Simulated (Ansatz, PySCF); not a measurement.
Potential energy curve for SMILES ClC (CH3Cl). The C1–Cl5 bond (C1 also carries H, H, H; Cl5 carries nothing else) is stretched with both fragments frozen at the PBE0/def2-TZVP optimised geometry.

```
5

C      0.0000     0.0000     0.0000
H     -0.8923    -0.5152    -0.3476
H      0.0000     1.0304    -0.3476
H      0.8923    -0.5152    -0.3476
Cl     0.0000     0.0000     1.7732
```

Levels of theory: UKS-LDA (SVWN5) = unrestricted LDA (SVWN5)/cc-pVDZ in PySCF 2.14.0; UKS-PBE = Ansatz (a quantum-chemistry and plane-wave program) with unrestricted PBE/cc-pVDZ; UMP2 = PySCF with MP2 on UHF/cc-pVDZ, 6 core orbitals frozen; UCCSD(T) = CCSD(T) on UHF/cc-pVDZ, 6 core orbitals frozen run with PySCF.

Energies are in kcal/mol, each relative to the lowest point of its own curve near equilibrium.

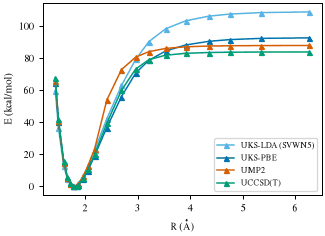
*Energy against bond length for each method.*

```tsv
R / Å	UKS-LDA (SVWN5)	UKS-PBE	UMP2	UCCSD(T)
1.43	59.6	64.1	65.9	67.5
1.49	36.3	39.8	40.5	41.9
1.59	12.8	15.0	14.7	15.7
1.66	4.5	5.7	5.3	5.9
1.71	1.4	2.0	1.7	2.1
1.77	0.0	0.0	0.0	0.0
1.84	0.9	0.1	0.6	0.2
1.87	1.8	0.8	1.6	1.0
1.96	6.4	4.5	6.2	4.9
2.05	12.5	9.8	12.6	10.6
2.18	22.8	19.1	23.6	20.2
2.41	42.0	36.7	53.8	39.3
2.69	62.9	56.0	72.8	59.9
2.96	79.1	70.6	80.6	73.1
3.21	90.2	78.5	84.0	78.9
3.53	98.2	84.4	86.0	81.8
3.91	103.2	88.1	87.0	82.9
4.35	106.1	90.4	87.5	83.4
4.75	107.4	91.5	87.7	83.6
5.35	108.3	92.3	87.8	83.7
6.26	108.8	92.6	87.8	83.8
```

At the longest distance, 6.26 Å, UKS-LDA (SVWN5) lies highest above its minimum (108.8 kcal/mol) and UCCSD(T) lowest (83.8 kcal/mol).

The unrestricted determinant behind UKS-LDA (SVWN5) is spin-contaminated at 3.21 to 6.26 Å (<S²> up to 0.9, against 0.00 for a pure singlet). At the longest distance UKS-LDA (SVWN5) leaves fractional charges on the fragments, a sign of delocalisation error or of the restricted form. The unrestricted determinant behind UKS-PBE is spin-contaminated at 2.96 to 6.26 Å (<S²> up to 0.9, against 0.00 for a pure singlet). The unrestricted determinant behind UMP2, UCCSD(T) is spin-contaminated at 2.41 to 6.26 Å (<S²> up to 1.0, against 0.00 for a pure singlet).
